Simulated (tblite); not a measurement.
**Run report: C4H12OSi3, geometry relaxation (part 3 of 3)**

Continued. System: C4H12OSi3. Method: GFN2-xTB geometry optimisation, gas phase (tblite 0.8.0). 

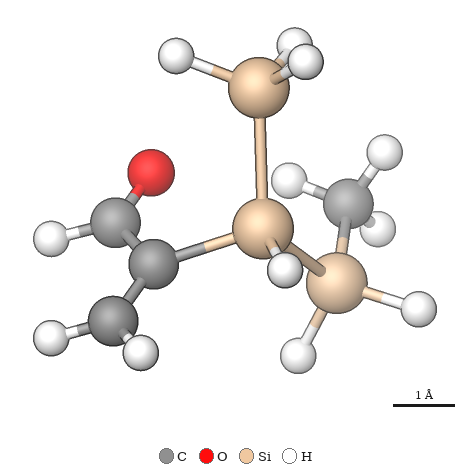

The geometry at step 201 of the log (ball-and-stick view, seen at a tilt).

### Trajectory as extended XYZ, continued
```
20
Properties=species:S:1:pos:R:3:forces:R:3 step=171 energy=-649.06010
C    -1.9119   -2.1478    0.8482   -0.0050  -0.0130   0.0010
C    -1.2443   -1.1892    0.2062    0.0070  -0.0030   0.0000
C    -1.0778   -1.2578   -1.2359    0.0010   0.0100  -0.0070
O    -0.5385   -0.3829   -1.8754    0.0150  -0.0020  -0.0020
Si   -0.4072    0.3493    0.9509    0.0060  -0.0010   0.0090
Si   -1.2496    2.1947   -0.1807   -0.0100  -0.0030  -0.0120
Si    1.8811   -0.0880    0.8711    0.0130  -0.0010  -0.0040
C     2.5990    0.5328   -0.7725   -0.0020   0.0150  -0.0030
H    -2.3462   -2.9925    0.3315   -0.0140  -0.0130   0.0020
H    -2.0513   -2.1166    1.9155   -0.0020   0.0030   0.0040
H    -1.4701   -2.1644   -1.7384   -0.0050   0.0020   0.0010
H    -0.8882    0.2960    2.3522    0.0040   0.0030   0.0080
H    -1.6631    3.2460    0.7577    0.0060   0.0140   0.0120
H    -2.4318    1.8903   -0.9901    0.0000  -0.0010  -0.0080
H    -0.2427    2.7953   -1.0554   -0.0030  -0.0040  -0.0030
H     2.6032    0.5732    1.9707   -0.0070  -0.0050  -0.0120
H     2.2037   -1.5217    0.9882    0.0010   0.0010   0.0020
H     2.0313    0.1462   -1.6142   -0.0040   0.0030   0.0080
H     3.6339    0.2304   -0.9033    0.0020  -0.0050   0.0070
H     2.5656    1.6175   -0.8293   -0.0020  -0.0010   0.0000
20
Properties=species:S:1:pos:R:3:forces:R:3 step=181 energy=-649.06080
C    -1.9232   -2.1510    0.8676   -0.0070   0.0050   0.0080
C    -1.2541   -1.1996    0.2159    0.0010   0.0070  -0.0010
C    -1.0890   -1.2804   -1.2257   -0.0050   0.0040  -0.0050
O    -0.5213   -0.4267   -1.8694    0.0110  -0.0050   0.0090
Si   -0.4055    0.3433    0.9408    0.0020   0.0020   0.0110
Si   -1.2430    2.1892   -0.1967    0.0020   0.0010  -0.0080
Si    1.8805   -0.1051    0.8538    0.0140   0.0030  -0.0080
C     2.6074    0.5732   -0.7628   -0.0010   0.0120  -0.0010
H    -2.3631   -3.0008    0.3631    0.0050   0.0080  -0.0050
H    -2.0586   -2.1079    1.9349   -0.0030  -0.0010   0.0090
H    -1.5130   -2.1753   -1.7227    0.0000  -0.0050  -0.0110
H    -0.8738    0.3144    2.3479   -0.0030  -0.0090  -0.0050
H    -1.6786    3.2346    0.7385   -0.0020   0.0040   0.0100
H    -2.4029    1.8859   -1.0378   -0.0080  -0.0060   0.0020
H    -0.2255    2.8060   -1.0478    0.0080  -0.0090  -0.0050
H     2.6056    0.5076    1.9789   -0.0070  -0.0010  -0.0050
H     2.1927   -1.5444    0.9191   -0.0010   0.0020  -0.0010
H     2.0339    0.2246   -1.6171    0.0110  -0.0050  -0.0010
H     3.6392    0.2633   -0.9030   -0.0130  -0.0030  -0.0040
H     2.5871    1.6597   -0.7804   -0.0030  -0.0040   0.0110
20
Properties=species:S:1:pos:R:3:forces:R:3 step=191 energy=-649.06181
C    -1.9395   -2.1449    0.8813   -0.0090   0.0030   0.0000
C    -1.2651   -1.2018    0.2232    0.0000  -0.0010  -0.0070
C    -1.0902   -1.2974   -1.2164   -0.0070   0.0080  -0.0100
O    -0.4629   -0.4808   -1.8531    0.0030   0.0040   0.0080
Si   -0.4010    0.3388    0.9334   -0.0050  -0.0010   0.0070
Si   -1.2428    2.1811   -0.2080    0.0100   0.0010   0.0090
Si    1.8814   -0.1228    0.8350    0.0040   0.0030  -0.0100
C     2.6188    0.6080   -0.7535    0.0000   0.0120   0.0110
H    -2.3806   -2.9959    0.3802    0.0030  -0.0030   0.0020
H    -2.0729   -2.0976    1.9489   -0.0050   0.0070  -0.0010
H    -1.5633   -2.1633   -1.7201    0.0020  -0.0130   0.0050
H    -0.8622    0.3187    2.3432   -0.0030  -0.0040  -0.0060
H    -1.6499    3.2411    0.7245    0.0000  -0.0050  -0.0050
H    -2.4204    1.8816   -1.0273   -0.0030  -0.0070   0.0070
H    -0.2345    2.7739   -1.0865    0.0020   0.0010  -0.0040
H     2.6002    0.4511    1.9842    0.0030  -0.0020  -0.0030
H     2.1804   -1.5658    0.8593    0.0050   0.0040  -0.0050
H     2.0678    0.2693   -1.6260   -0.0020  -0.0080   0.0020
H     3.6591    0.3234   -0.8845   -0.0130   0.0080   0.0020
H     2.5725    1.6939   -0.7410    0.0140  -0.0080  -0.0020
20
Properties=species:S:1:pos:R:3:forces:R:3 step=201 energy=-649.06222
C    -1.9534   -2.1415    0.8954   -0.0030   0.0070  -0.0030
C    -1.2768   -1.2043    0.2313    0.0070  -0.0090   0.0020
C    -1.0952   -1.3101   -1.2065   -0.0030   0.0070  -0.0040
O    -0.4482   -0.5067   -1.8404   -0.0010  -0.0010  -0.0070
Si   -0.4011    0.3337    0.9331    0.0050  -0.0010  -0.0060
Si   -1.2299    2.1740   -0.2201   -0.0010   0.0040   0.0050
Si    1.8789   -0.1368    0.8189    0.0050  -0.0050   0.0020
C     2.6210    0.6422   -0.7435    0.0010  -0.0050  -0.0010
H    -2.3924   -2.9974    0.4007   -0.0040   0.0010   0.0040
H    -2.0873   -2.0847    1.9625   -0.0090   0.0000  -0.0010
H    -1.5806   -2.1693   -1.7105    0.0070  -0.0030   0.0060
H    -0.8596    0.3221    2.3432   -0.0020  -0.0020   0.0030
H    -1.6440    3.2410    0.7008    0.0060  -0.0040  -0.0030
H    -2.4052    1.8646   -1.0388   -0.0040  -0.0010  -0.0020
H    -0.2190    2.7605   -1.1007   -0.0070  -0.0040   0.0040
H     2.6041    0.3923    1.9854    0.0010   0.0010   0.0040
H     2.1721   -1.5810    0.7919    0.0000   0.0060  -0.0020
H     2.0787    0.3173   -1.6267    0.0040   0.0060   0.0000
H     3.6641    0.3680   -0.8726   -0.0040   0.0010  -0.0040
H     2.5686    1.7269   -0.7065    0.0010   0.0010   0.0000
20
Properties=species:S:1:pos:R:3:forces:R:3 step=211 energy=-649.06270
C    -1.9687   -2.1346    0.8899   -0.0050  -0.0010  -0.0020
C    -1.2732   -1.2090    0.2289   -0.0020  -0.0040   0.0010
C    -1.0855   -1.3163   -1.2082   -0.0040   0.0050   0.0020
O    -0.4400   -0.5107   -1.8411   -0.0070  -0.0180   0.0010
Si   -0.3977    0.3265    0.9361    0.0060  -0.0050  -0.0090
Si   -1.2309    2.1660   -0.2136    0.0040   0.0160  -0.0070
Si    1.8855   -0.1305    0.8207    0.0040  -0.0180  -0.0010
C     2.6235    0.6487   -0.7439   -0.0010  -0.0040  -0.0010
H    -2.4098   -2.9901    0.3967   -0.0090   0.0050  -0.0080
H    -2.1192   -2.0687    1.9543    0.0080   0.0010  -0.0010
H    -1.5699   -2.1765   -1.7120    0.0180   0.0050   0.0040
H    -0.8637    0.3072    2.3434    0.0070   0.0030   0.0110
H    -1.6110    3.2467    0.7062    0.0000  -0.0090  -0.0050
H    -2.4248    1.8629   -1.0079   -0.0050   0.0010   0.0050
H    -0.2324    2.7327   -1.1206   -0.0050  -0.0010   0.0030
H     2.6070    0.3999    1.9893   -0.0020   0.0030  -0.0050
H     2.1889   -1.5729    0.7892   -0.0060   0.0080   0.0050
H     2.0835    0.3167   -1.6261    0.0010   0.0090   0.0040
H     3.6680    0.3796   -0.8726   -0.0030   0.0030   0.0010
H     2.5649    1.7332   -0.7117    0.0000   0.0010   0.0010
20
Properties=species:S:1:pos:R:3:forces:R:3 step=221 energy=-649.06408
C    -2.0321   -2.1019    0.8932   -0.0060  -0.0010   0.0030
C    -1.2831   -1.2186    0.2328    0.0070  -0.0050   0.0010
C    -1.0694   -1.3589   -1.1980    0.0100  -0.0100   0.0150
O    -0.4006   -0.5759   -1.8344    0.0010   0.0090  -0.0050
Si   -0.3780    0.3061    0.9274    0.0130  -0.0210  -0.0150
Si   -1.2322    2.1369   -0.2206    0.0050   0.0300   0.0120
Si    1.9057   -0.1462    0.7968   -0.0200  -0.0230  -0.0080
C     2.6452    0.7063   -0.7284    0.0100  -0.0040  -0.0020
H    -2.5061   -2.9418    0.4029    0.0070   0.0090   0.0030
H    -2.1982   -2.0121    1.9537   -0.0020  -0.0030  -0.0070
H    -1.5470   -2.2279   -1.6923   -0.0020   0.0030   0.0040
H    -0.8251    0.2985    2.3411   -0.0020  -0.0010   0.0060
H    -1.5540    3.2377    0.6977    0.0080  -0.0060  -0.0110
H    -2.4706    1.8378   -0.9451   -0.0090  -0.0040  -0.0100
H    -0.2744    2.6703   -1.1891   -0.0080   0.0010   0.0050
H     2.6167    0.3367    1.9916    0.0100   0.0060   0.0000
H     2.2136   -1.5854    0.7084   -0.0080   0.0180   0.0000
H     2.1084    0.4136   -1.6261    0.0030   0.0000   0.0010
H     3.6912    0.4475   -0.8668   -0.0070  -0.0070   0.0010
H     2.5849    1.7880   -0.6476   -0.0100   0.0090   0.0090
20
Properties=species:S:1:pos:R:3:forces:R:3 step=231 energy=-649.06450
C    -2.0585   -2.0905    0.9065   -0.0020   0.0000   0.0000
C    -1.2885   -1.2276    0.2435    0.0010   0.0030   0.0010
C    -1.0662   -1.3859   -1.1838   -0.0060   0.0030   0.0020
O    -0.3859   -0.6154   -1.8235    0.0040  -0.0020  -0.0010
Si   -0.3715    0.2969    0.9205    0.0040  -0.0010  -0.0050
Si   -1.2256    2.1261   -0.2327   -0.0010   0.0000  -0.0070
Si    1.9066   -0.1664    0.7717    0.0020  -0.0050   0.0020
C     2.6541    0.7496   -0.7121    0.0020  -0.0020   0.0050
H    -2.5416   -2.9266    0.4193    0.0030  -0.0050   0.0030
H    -2.2337   -1.9875    1.9641   -0.0020   0.0020  -0.0010
H    -1.5524   -2.2533   -1.6724    0.0060  -0.0010  -0.0010
H    -0.8080    0.3042    2.3377   -0.0030  -0.0030   0.0040
H    -1.5225    3.2407    0.6753   -0.0020   0.0030   0.0040
H    -2.4763    1.8253   -0.9372    0.0000   0.0040   0.0000
H    -0.2810    2.6421   -1.2230   -0.0010  -0.0010   0.0010
H     2.6228    0.2624    1.9851    0.0020  -0.0020  -0.0070
H     2.2061   -1.6010    0.6208   -0.0050   0.0040   0.0020
H     2.1375    0.4794   -1.6281   -0.0060  -0.0010  -0.0010
H     3.7058    0.5114   -0.8413    0.0040  -0.0010  -0.0020
H     2.5735    1.8267   -0.5936    0.0000   0.0060   0.0010
```

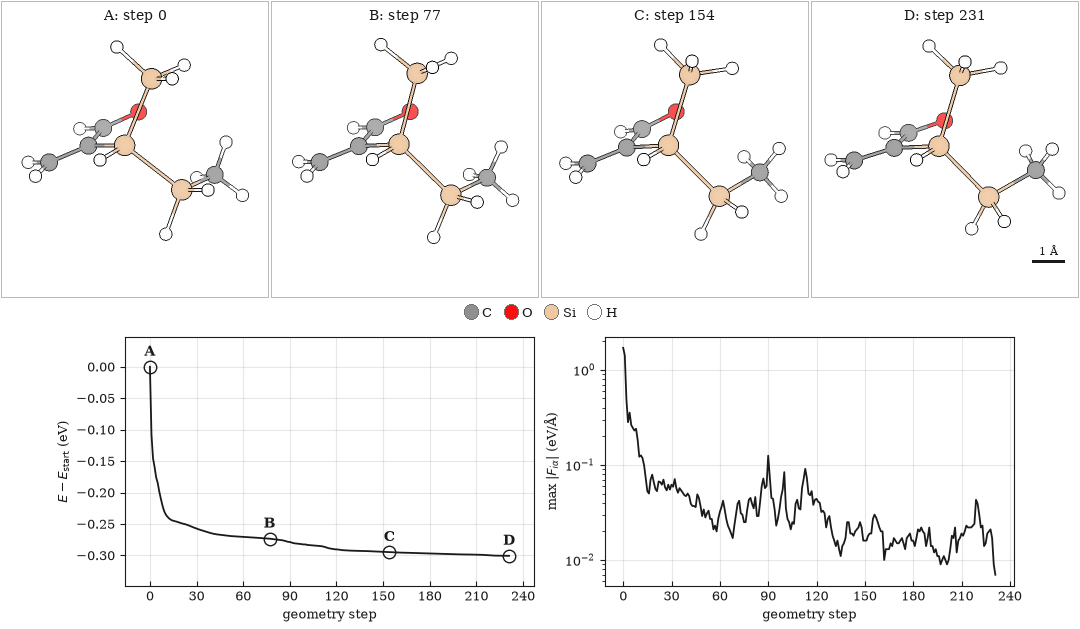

Frames of the relaxation (ball-and-stick view, seen at a tilt) above the curves, on which the letters mark them (steps are counted from 0).

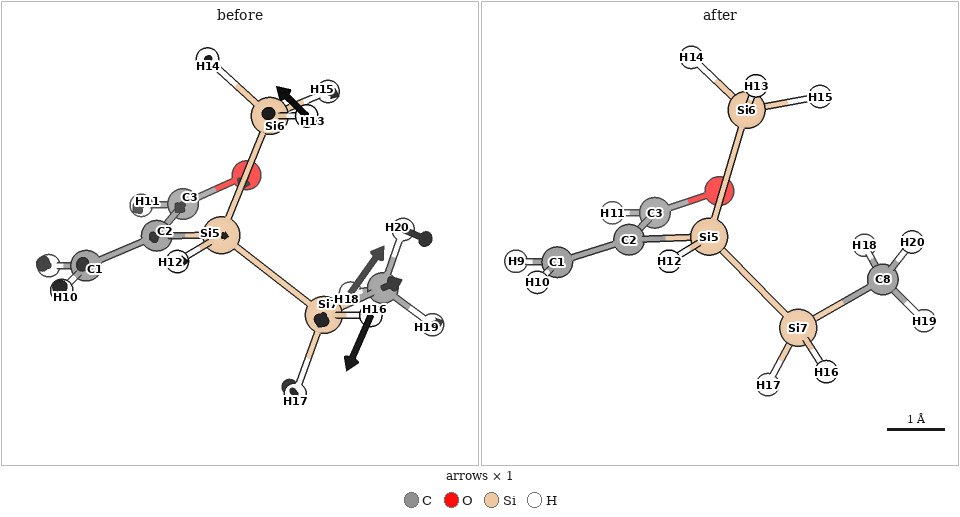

Before (left) and after (right) the relaxation, at one scale (ball-and-stick view, seen at a tilt). The black arrows give the displacements, at true length. H16 moves most after the best rigid fit: 1.16 Å. By element the largest moves are H 1.16 Å, C 0.48 Å, Si 0.42 Å, O 0.33 Å. Among the contacts that change: C2–Si5 1.842 → 1.904 Å, Si6–H13 1.497 → 1.468 Å, Si5–Si7 2.300 → 2.329 Å, C2–C3 1.477 → 1.453 Å. Among the angles that change: Si6–Si5–Si7 106.9° → 119.0°, C3–C2–Si5 119.4° → 111.3°, C2–Si5–H12 107.9° → 101.7°. Over 231 geometry steps the energy falls by 0.301 eV. Largest force component: 1.7 eV/Å at the start, 0.007 eV/Å at the end. (Atoms are counted from 1 in the order of the input.)

This output came from the following input.

### The input
```
{"job": {"kind": "relax", "xc": "GFN2-xTB", "basis": "xTB"}, "charge": 0, "multiplicity": 1}
C     -1.864100    -2.213300     0.617700
C     -1.205200    -1.200900     0.021800
C     -1.019500    -1.286600    -1.441100
O     -0.431000    -0.427700    -2.102600
Si    -0.498500     0.230000     0.942300
Si    -1.155100     2.249300     0.053400
Si     1.801600     0.206500     0.922700
C      2.507000     0.308900    -0.768700
H     -2.274100    -3.052500     0.060200
H     -2.049900    -2.235100     1.697400
H     -1.480200    -2.165700    -1.937400
H     -0.972100     0.146400     2.352500
H     -0.811400     3.343900     1.015400
H     -2.621600     2.270300    -0.140300
H     -0.487600     2.564600    -1.233900
H      2.301300     1.340600     1.756400
H      2.274100    -1.042200     1.587600
H      2.233700    -0.578000    -1.371300
H      3.593300     0.357700    -0.735300
H      2.154300     1.194500    -1.299900
```

The first line tells a small driver script what to run in tblite; the rest is the geometry in Å.

Launched with:
```bash
OMP_NUM_THREADS=1 python <driver script> task.json out
```

### Results in brief

| quantity | value |
| --- | --- |
| outcome | converged |
| total energy | −649.0645 eV |
| hardware | 1 CPU thread, shared host |
| wall time | 8.8 s |
| peak memory | 0.18 GiB |
